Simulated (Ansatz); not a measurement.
GaH₃O₂S

The calculation's input:

```
crystal:
  periodic: [false, false, false]
  atoms:
    - {symbol: Ga, position_ang: [-0.045344, -0.078779, -0.226826]}
    - {symbol: O, position_ang: [-1.448118, -1.141545, -0.478344]}
    - {symbol: O, position_ang: [0.469276, 0.510629, 1.373560]}
    - {symbol: S, position_ang: [1.119682, 0.547004, -1.961532]}
    - {symbol: H, position_ang: [-1.931825, -1.391629, 0.314553]}
    - {symbol: H, position_ang: [-0.064258, 0.219140, 2.119288]}
    - {symbol: H, position_ang: [1.961787, 1.267180, -1.186399]}
basis:
  gaussian:
    orbitals: def2-TZVPD
output:
  forces: true
  orbitals: {seedname: orbitals}
hamiltonian:
  xc: pbe0
```

Launched as:

```sh
ansatz run input.yaml --threads 2 --pin off --max-ram 5220MiB --events-out events.jsonl --progress --plain --runs-dir runs
```

Geometry: PBE0-D4/def2-SVP.

Computed with isolated molecule in a Gaussian basis; Kohn-Sham density functional theory, functional PBE0 (Ansatz).

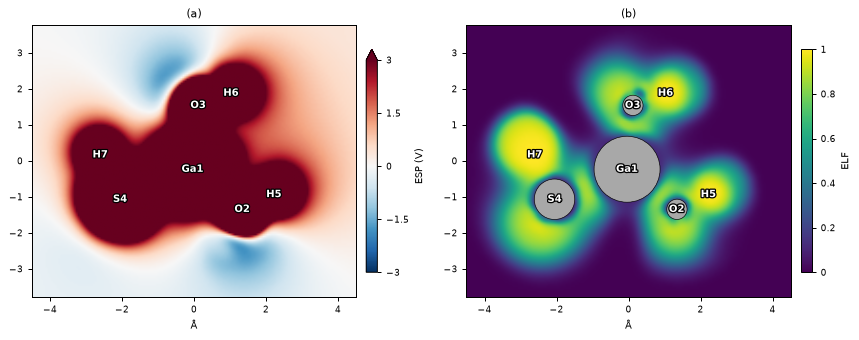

Figure 1. (a) molecular electrostatic potential; (b) ELF on the molecular plane. Grey discs cover the atomic cores in the ELF map.

**What does the map show?**

The section cuts through Ga, O, S and H sites.
Ga–O (1.78 Å): the ELF peaks at about 0.85 in the valence shell of O, 0.6 Å from its nucleus, and is about 0.25 at the midpoint.
Ga–S (2.18 Å): the ELF peaks at about 0.85 in the valence shell of S, 0.9 Å from its nucleus, and is about 0.70 at the midpoint.
O–H (0.96 Å): the ELF climbs to about 1 towards the hydrogen, as it does in any bond to H (a covalent bond by its length).
S–H (1.35 Å): the ELF climbs to about 1 towards the hydrogen.
The ELF also peaks beside O2, S4 and O3, away from the bonds: lone-pair regions.
Outside the dense part of the molecule the potential is most negative (−1.8 V) near O2.

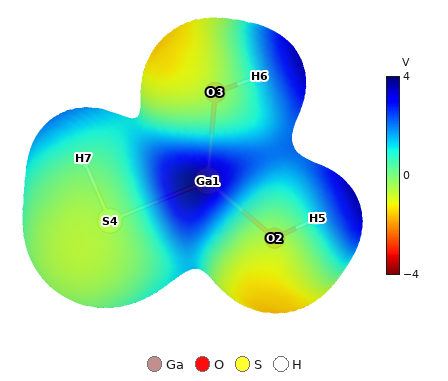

Figure 2. The electrostatic potential painted on the density surface at 0.004 e/bohr³, seen at a tilt; the colour scale runs from red (negative) to blue (positive).

**Where is the surface potential most negative and most positive?**

The most negative region (about −1.6 V) lies over O2, the most positive (about +3.9 V) over Ga1. O2 is the likeliest acceptor of a hydrogen bond.

**How polar is the molecule by this calculation?**

Its dipole moment is 2.25 D.

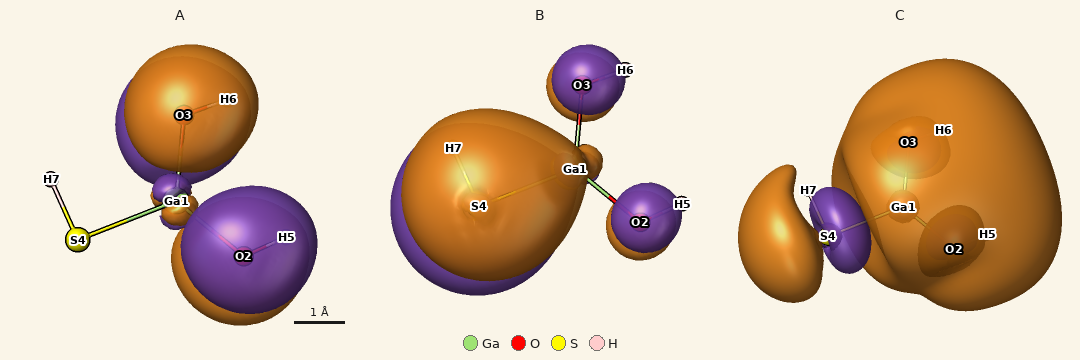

Figure 3. Three frontier orbitals at ±0.04 Å⁻³ᐟ² (orange and purple are the two phases), in no order.

**Which picture is the HOMO−1, the HOMO and the LUMO?**

A is the HOMO−1 (−9.08 eV). It lies mainly on O2 (about 45 %), O3 (about 40 %) and Ga1 (about 10 %); it changes sign across the molecular plane (π type). B is the HOMO (−7.82 eV). It lies mainly on S4 (about 80 %) and Ga1 (about 10 %); it changes sign across the molecular plane (π type). C is the LUMO (−1.27 eV). Its weight (Hirshfeld) is mainly on Ga1 (about 45 %), S4 (about 15 %), H6 (about 10 %), H5 (about 10 %), O3 (about 10 %) and O2 (about 10 %); it is symmetric in the molecular plane (an in-plane orbital: σ, lone-pair or in-plane π type).

**What is the HOMO–LUMO gap?**

6.55 eV between the orbital energies.

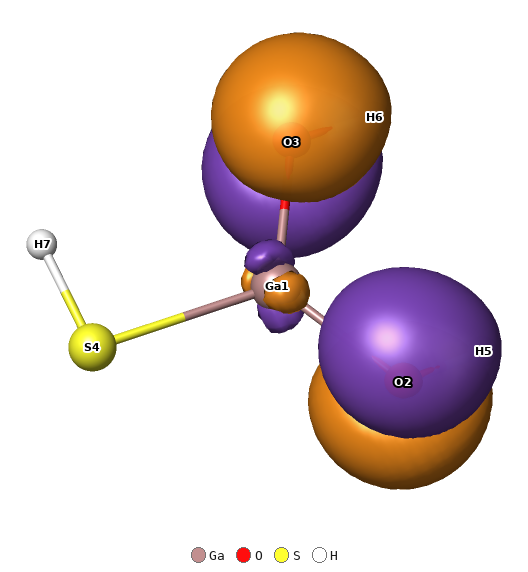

Figure 4. The HOMO−1 at ±0.1 Å⁻³ᐟ² (orange and purple are the two phases), seen at a tilt.

**Describe this orbital and give its energy.**

Its weight (Hirshfeld) is mainly on O2 (about 45 %), O3 (about 40 %) and Ga1 (about 10 %); it changes sign across the molecular plane (π type). Its energy is −9.08 eV.
